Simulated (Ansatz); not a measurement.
# Frequency calculation, with input and output: Si₂NH₉O

Si₂NH₉O, computed with RHF/6-31G* (Ansatz 0.2.0).

It belongs to a series of runs on one base structure; here: vibrations at the highest image of the band. Figures and captions count atoms from 1; the log counts them from 0 in places.

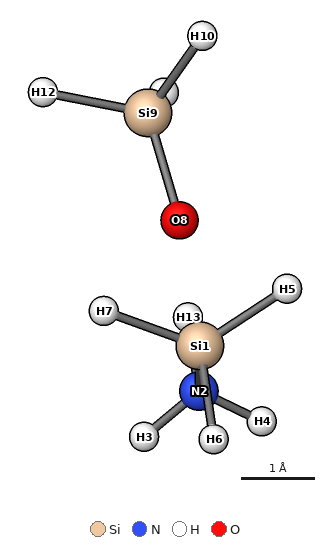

Figure 1. The input geometry (ball-and-stick view, seen at an oblique angle; atoms are numbered from 1 in the order of the input). Bond lengths as drawn: H–N 1.01 to 1.10 Å, H–Si 1.46 to 1.49 Å, N–Si 1.86 Å and O–Si 1.60 Å.

### Input
```yaml
crystal:
  periodic: [false, false, false]
  atoms:
    - { symbol: Si, position_ang: [0.002177, 0.24221, 0.100414] }
    - { symbol: "N", position_ang: [0.071262, 0.072615, 1.952233] }
    - { symbol: H, position_ang: [-0.790478, 0.280141, 2.426462] }
    - { symbol: H, position_ang: [0.812905, 0.588276, 2.393618] }
    - { symbol: H, position_ang: [1.322483, 0.063523, -0.489662] }
    - { symbol: H, position_ang: [-0.296651, 1.695763, -0.011675] }
    - { symbol: H, position_ang: [-1.167287, -0.440336, -0.439489] }
    - { symbol: O, position_ang: [0.486885, -2.004258, 0.906541] }
    - { symbol: Si, position_ang: [0.563412, -3.579927, 0.660938] }
    - { symbol: H, position_ang: [1.467001, -3.952505, -0.461678] }
    - { symbol: H, position_ang: [1.06608, -4.324803, 1.850485] }
    - { symbol: H, position_ang: [-0.756347, -4.193652, 0.337882] }
    - { symbol: H, position_ang: [0.281359, -1.007647, 1.890727] }
basis:
  gaussian: { orbitals: "6-31G*" }
hamiltonian:
  xc: hf
phonons: {}
```

Launched with:
```bash
ansatz run input.yaml --threads 1 --pin off --max-ram 2048MiB --backend cpu --events-out ev --progress --plain --runs-dir out
```

### What the program printed
```
Engine: ansatz 0.2.0, aarch64-unknown-linux-gnu
Functional definition: HF
  exchange = exact_x
  correlation = 0
948 factors; integrals over basis functions are off by at most 6.6e-4 eV
mean field evaluation 1: about -19380.5510 eV, gradient 4.3e1 eV
mean field evaluation 2: about -19380.6424 eV, gradient 4.3e1 eV
mean field evaluation 4: about -19384.6427 eV, gradient 4.0e0 eV
mean field evaluation 8: about -19384.6958 eV, gradient 2.4e-4 eV
mean field -19384.69575680 eV, -712.3744296438 hartree, gradient 1.2e-5 eV, S^2 0.000000; 0 other end points of the search recorded, 0 dependent functions left out
the calculation of the forces begins
reference -19384.69575680 eV, -712.3744296438 hartree; 26, 26 occupied and 60, 60 virtual orbitals, 948 factors
these checks for a lower state are left out or cut short: stability, starts, cluster_reference, orbital_swaps, neighbouring_geometries, increment
948 factors; integrals over basis functions are off by at most 6.6e-4 eV
mean field evaluation 16: about -19384.6956 eV, gradient 2.1e-6 eV
mean field -19384.69563142 eV, -712.3744250361 hartree, gradient 2.2e-6 eV, S^2 0.000000; 0 other end points of the search recorded, 0 dependent functions left out
[... from here on the field's lines of each further geometry are left out, up to the last ...]
the calculation of the forces begins
reference -19384.69572029 eV, -712.3744283020 hartree; 26, 26 occupied and 60, 60 virtual orbitals, 948 factors
these checks for a lower state are left out or cut short: stability, starts, cluster_reference, orbital_swaps, neighbouring_geometries, increment
948 factors; integrals over basis functions are off by at most 6.6e-4 eV
mean field -19384.69575381 eV, -712.3744295339 hartree, gradient 1.3e-6 eV, S^2 0.000000; 0 other end points of the search recorded, 0 dependent functions left out
the calculation of the forces begins
reference -19384.69575381 eV, -712.3744295339 hartree; 26, 26 occupied and 60, 60 virtual orbitals, 948 factors
WARN: phonons: modes at or below zero, which the zero-point energy, F, S and C_V leave out: 2, the lowest at -431.07 cm⁻¹. A minimum has none, and a first-order saddle one
Total energy: -19384.69575680 eV, -712.3744296438 hartree
Atom 0 at     0.002177     0.242210     0.100414 Å, force     0.004470    -0.002070    -0.000623 eV/Å
Atom 1 at     0.071262     0.072615     1.952233 Å, force    -0.002913     0.012112     0.002702 eV/Å
Atom 2 at    -0.790478     0.280141     2.426462 Å, force     0.000478     0.001379    -0.000543 eV/Å
Atom 3 at     0.812905     0.588276     2.393618 Å, force    -0.000514    -0.001734     0.000671 eV/Å
Atom 4 at     1.322483     0.063523    -0.489662 Å, force    -0.001169    -0.000797    -0.000205 eV/Å
Atom 5 at    -0.296651     1.695763    -0.011675 Å, force     0.001061     0.001257    -0.000067 eV/Å
Atom 6 at    -1.167287    -0.440336    -0.439489 Å, force    -0.000513     0.000787     0.000075 eV/Å
Atom 7 at     0.486885    -2.004258     0.906541 Å, force    -0.013236     0.009570     0.004263 eV/Å
Atom 8 at     0.563412    -3.579927     0.660938 Å, force     0.000574    -0.003803    -0.001565 eV/Å
Atom 9 at     1.467001    -3.952505    -0.461678 Å, force     0.000925     0.001682    -0.000399 eV/Å
Atom 10 at     1.066080    -4.324803     1.850485 Å, force     0.001478     0.001743     0.000946 eV/Å
Atom 11 at    -0.756347    -4.193652     0.337882 Å, force     0.002832    -0.001380     0.001446 eV/Å
Atom 12 at     0.281359    -1.007647     1.890727 Å, force     0.006525    -0.018746    -0.006700 eV/Å
Dipole moment:    -0.212348     1.206160     0.577125 e Å
Vibrations: -431.07 -20.69 46.75 102.64 266.79 304.63 335.92 578.39 633.86 667.64 816.12 820.34 870.66 977.76 989.99 1053.33 1062.94 1088.05 1098.40 1119.70 1135.51 1243.02 1737.20 1764.46 2267.04 2276.67 2295.12 2307.78 2339.94 2467.46 2494.71 3723.59 3807.39 cm⁻¹, zero-point energy 2.646677 eV
```

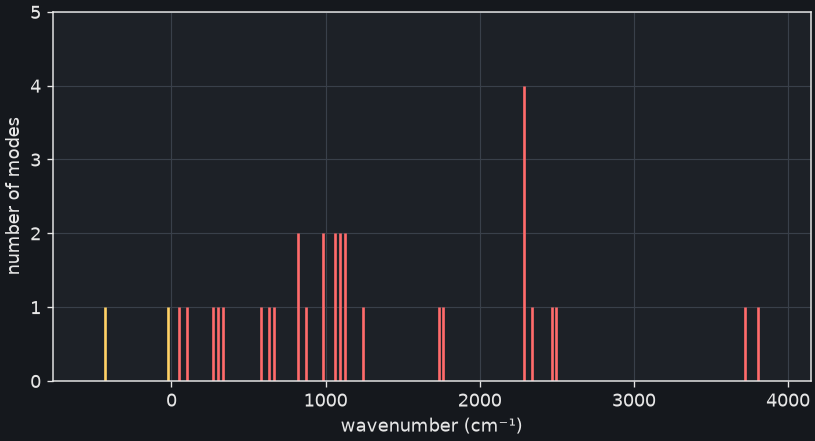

Figure 2. Harmonic vibrational wavenumbers from the force constants; neighbouring modes closer than 19 cm⁻¹ are counted in one stick, and imaginary ones are drawn at negative wavenumbers. 33 modes from 431i to 3807 cm⁻¹, 2 imaginary beyond 8i (431i, 21i cm⁻¹): not a minimum.

### Results in brief

- outcome: converged
- total energy: −19384.6958 eV
- mean-field energy: −19384.6958 eV
- largest force (length of the vector): 0.021 eV/Å
- hardware: 1 thread of Arm Neoverse V1, 24 GiB of memory available, shared host
- wall time: 2.1 min
- peak memory: 0.16 GiB
